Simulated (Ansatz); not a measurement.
C3H7F2In (SMILES CC[CH2][In]([F])[F])

Input

```
crystal:
  periodic: [false, false, false]
  atoms:
    - {symbol: C, position_ang: [-1.178559, 1.498820, -0.215383]}
    - {symbol: C, position_ang: [-0.651956, 0.706235, 0.971546]}
    - {symbol: C, position_ang: [-0.710933, -0.804002, 0.780999]}
    - {symbol: F, position_ang: [0.651286, -3.245831, -1.675864]}
    - {symbol: F, position_ang: [0.939504, -0.170885, -2.368800]}
    - {symbol: In, position_ang: [0.263552, -1.441150, -1.027793]}
    - {symbol: H, position_ang: [-2.218010, 1.219075, -0.453628]}
    - {symbol: H, position_ang: [-0.562142, 1.324664, -1.114815]}
    - {symbol: H, position_ang: [-1.166939, 2.580136, -0.013538]}
    - {symbol: H, position_ang: [0.384485, 1.014609, 1.189059]}
    - {symbol: H, position_ang: [-1.233620, 0.960108, 1.876403]}
    - {symbol: H, position_ang: [-1.747370, -1.167978, 0.686569]}
    - {symbol: H, position_ang: [-0.244137, -1.362737, 1.606187]}
basis:
  gaussian:
    orbitals: def2-SVPD
hamiltonian:
  xc: {name: PBE0}
output: {forces: true, orbitals: {seedname: orbitals}}
```

Command:

```sh
ansatz run input.yaml --threads 2 --pin off --max-ram 6090MiB --events-out events.jsonl --progress --plain --runs-dir runs
```

Geometry: PBE0-D4/def2-SVP; core potentials replace the inner electrons of In.

All numbers below come from Ansatz, isolated molecule in a Gaussian basis; Kohn-Sham density functional theory, functional PBE0.

> What can the converged electron density and electron localisation function tell about the bonding?

C–C (1.52 Å): ρ is about 1.6 e/Å³ halfway; the ELF peaks at about 0.95 between the atoms, as expected for a shared electron pair.
In–F (1.96 Å): the density is about 0.71 e/Å³ at the midpoint; the ELF peaks at about 0.85 in the valence shell of F, 0.5 Å from its nucleus, and drops to about 0.10 between the two atoms.
C–In (2.15 Å): the density is about 0.66 e/Å³ at the midpoint; the ELF peaks at about 0.85 in the valence shell of C, 0.7 Å from its nucleus, and drops to about 0.20 between the two atoms.
C–H (1.11 Å): ρ at the midpoint is about 1.9 e/Å³; the ELF climbs to about 1 towards the hydrogen, as it does in any bond to H (an ordinary covalent bond to hydrogen).

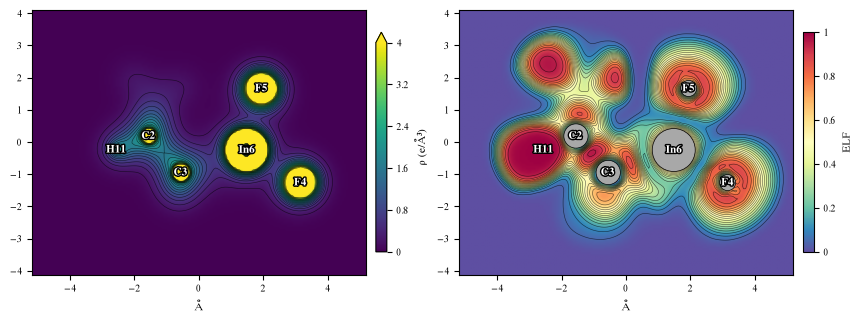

Computed electron density and electron localisation function on the plane of atoms C3, In6 and F4, in this order. Grey discs cover the atomic cores in the ELF map. 
